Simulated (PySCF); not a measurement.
## Electronic structure of C3H9N3OSi2 in real space

```tsv
atom	x (Å)	y (Å)	z (Å)
N	0.3255	1.1853	2.3928
C	0.8838	1.0591	1.3978
C	1.5356	0.8035	0.1554
O	0.8663	1.3332	-0.9864
C	-0.5489	1.2755	-0.9380
Si	-1.2974	-0.4463	-0.5665
N	-2.2152	-0.2677	0.8728
N	0.0797	-1.5307	-0.5093
Si	1.7033	-1.0922	-0.1532
H	2.5209	1.2792	0.1670
H	-0.9214	2.0092	-0.2105
H	-0.8577	1.6203	-1.9253
H	-2.1819	-0.9564	-1.6101
H	-2.7450	-1.0437	1.2346
H	-1.8459	0.2835	1.6343
H	-0.0988	-2.5030	-0.7003
H	2.2077	-1.7647	1.0478
H	2.5807	-1.2378	-1.3145
```

Geometry: GFN2-xTB.

The calculation used PBE0/pcSseg-1, SCF density, gas phase, non-relativistic (PySCF 2.14.0).

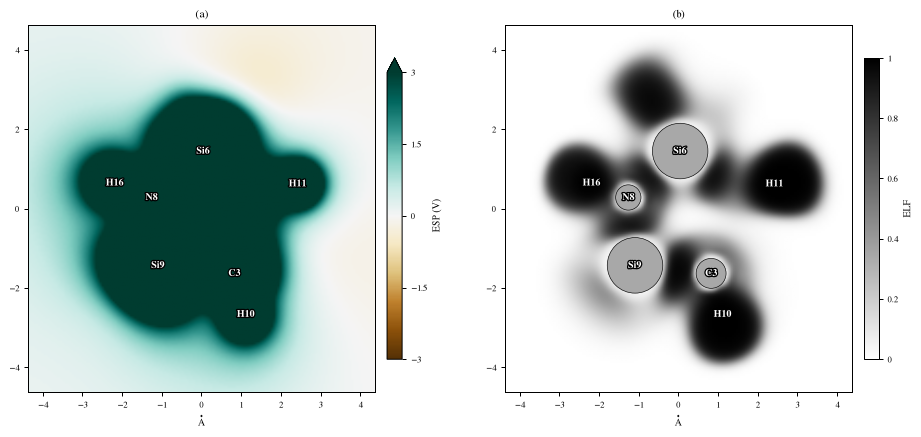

Figure 1. (a) electrostatic potential; (b) electron localisation function on the plane of atoms C3, Si9 and N8. Grey discs cover the atomic cores in the ELF map.

### Interpret the plot.

The section cuts through C, Si, N and H sites.
Si–N (1.72 Å): the ELF peaks at about 0.90 between the atoms; a shared but strongly polarised pair.
C–Si (1.93 Å): the ELF peaks at about 1 between the atoms, as expected for localised, covalent bonding.
N–H (1.01 Å): the ELF climbs to about 1 towards the hydrogen, as it does in any bond to H; a covalent bond by its length.
C–H (1.09 Å): the ELF climbs to about 1 towards the hydrogen; a covalent bond by its length.
Outside the dense part of the molecule the potential is most negative (−0.4 V) near N7, which lies off the plane.

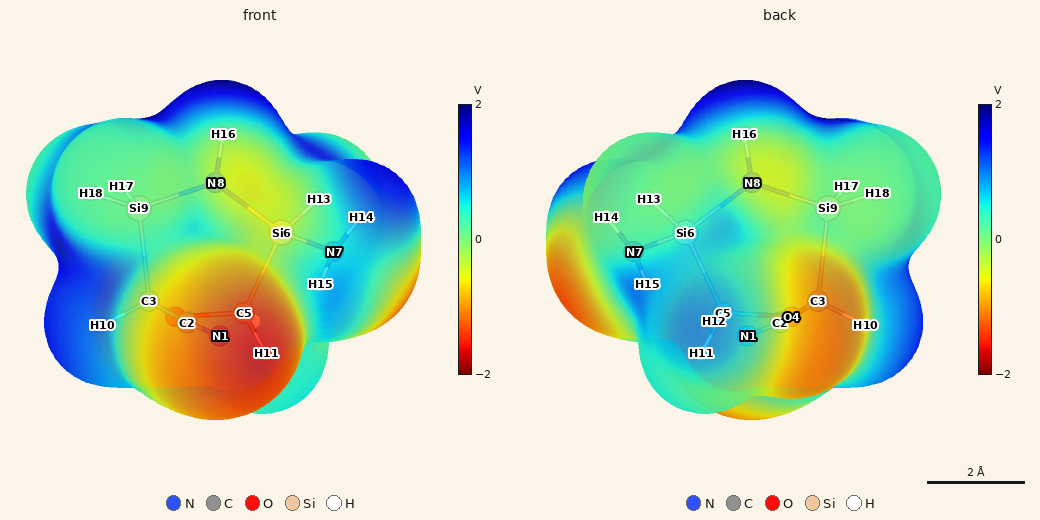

Figure 2. The molecular electrostatic potential painted on the density surface at 0.002 e/bohr³, seen from the front and from behind; red is negative and blue positive.

### Which sites attract a positive test charge, and which a negative one?

A positive charge is drawn to the negative regions and a negative charge to the positive ones. The most negative region (about −1.6 V) lies over N1, the most positive (about +1.9 V) over Si9 and H16. N1 is the likeliest acceptor of a hydrogen bond.

### How polar is the molecule by this calculation?

Its dipole moment is 2.71 D.
